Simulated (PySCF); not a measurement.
Consider C₄H₄F₃O₃ (SMILES O=C([O-])OCCC(F)(F)F) (charge −1).

Input

```
{"job": {"kind": "nmr", "xc": "PBE0", "basis": "pcSseg-1"}, "charge": -1, "multiplicity": 1}
O      1.946236    -1.167298    -0.813433
C      2.511897    -0.250427    -0.241968
O      3.648590    -0.063690     0.130314
O      1.621662     0.913673     0.097933
C      0.312976     0.803641    -0.327079
C     -0.469388    -0.237046     0.507758
C     -1.929186    -0.260162     0.168399
F     -2.561402     0.902824     0.448500
F     -2.196611    -0.508173    -1.123692
F     -2.614359    -1.200068     0.864136
H      0.267644     0.493699    -1.382800
H     -0.149276     1.794081    -0.217412
H     -0.363226    -0.008291     1.569728
H     -0.026236    -1.213236     0.297451
```

Command:

```sh
OMP_NUM_THREADS=1 python probes_run.py task.json out
```

Geometry: GFN2-xTB.

All numbers below come from PBE0/pcSseg-1, SCF density, gas phase, non-relativistic (PySCF 2.14.0).

What will maps of the electron density and electron localisation function show?

Answer. C–F (1.36 Å): the density is about 2.3 e/Å³ at the midpoint, with its minimum of 1.8 e/Å³ about 0.5 Å from C; the ELF peaks at about 0.85 between the atoms: a shared but strongly polarised pair.
C–C (1.50 Å): ρ at the midpoint is about 1.8 e/Å³; the ELF peaks at about 1 between the atoms (a covalent bond).
C–O (1.38 Å): ρ is about 2.2 e/Å³ halfway, with its minimum of 2 e/Å³ about 0.5 Å from C; the ELF peaks at about 0.90 between the atoms, as expected for a polar covalent bond.
C–C (1.55 Å): ρ at the midpoint is about 1.6 e/Å³; the ELF peaks at about 0.95 between the atoms: a shared electron pair.

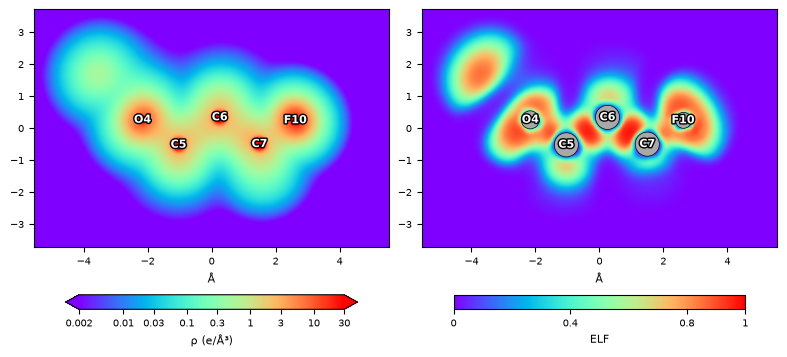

Computed electron density and electron localisation function on the plane of atoms C5, C6 and C7, in this order. Grey discs cover the atomic cores in the ELF map. 
